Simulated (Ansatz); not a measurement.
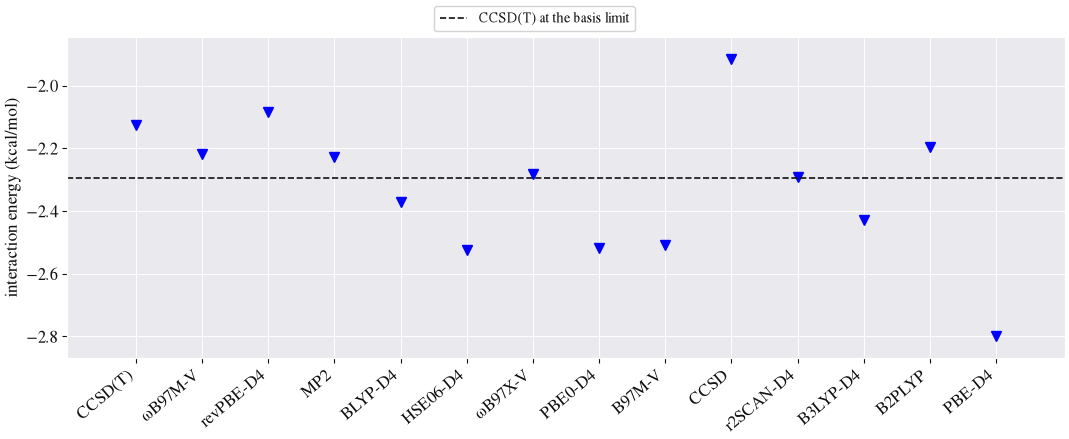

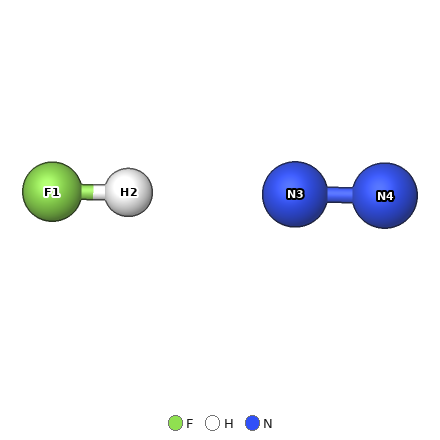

Counterpoise interaction energy of the pair FH and N₂ (SMILES F.N#N) at one optimised PBE0-D4 geometry, drawn, with the closest contact H2···N3 2.03 Å (H···H pairs aside; other arrangements can bind more strongly; the cost of deforming the partners isn't counted), def2-TZVPPD, the Ansatz code; cores frozen in correlated methods. The line takes HF and MP2 limits from def2-TZVPPD and QZVPPD, and the coupled-cluster step in TZVPPD. B2PLYP holds a correlation term that converges slowly with the basis, so part of the distance to the limit is basis error. No dispersion term is added to B2PLYP. The distance of CCSD(T), MP2 and CCSD to the limit includes basis error.

Which level comes closest to the line (CCSD(T) at the basis limit), and which misses most?

Answer. Closest r2SCAN-D4 (−2.29 kcal/mol), against −2.29 kcal/mol; farthest PBE-D4 (−2.80 kcal/mol).

Give the values.

Answer.
| level | kcal/mol | less CCSD(T) at the basis limit |
| --- | --- | --- |
| CCSD(T) | −2.13 | 0.17 |
| ωB97M-V | −2.22 | 0.08 |
| revPBE-D4 | −2.08 | 0.21 |
| MP2 | −2.23 | 0.07 |
| BLYP-D4 | −2.37 | −0.08 |
| HSE06-D4 | −2.52 | −0.23 |
| ωB97X-V | −2.28 | 0.01 |
| PBE0-D4 | −2.52 | −0.22 |
| B97M-V | −2.51 | −0.21 |
| CCSD | −1.92 | 0.38 |
| r2SCAN-D4 | −2.29 | 0.00 |
| B3LYP-D4 | −2.43 | −0.13 |
| B2PLYP | −2.20 | 0.10 |
| PBE-D4 | −2.80 | −0.50 |
| CCSD(T) at the basis limit | −2.29 | 0.00 |
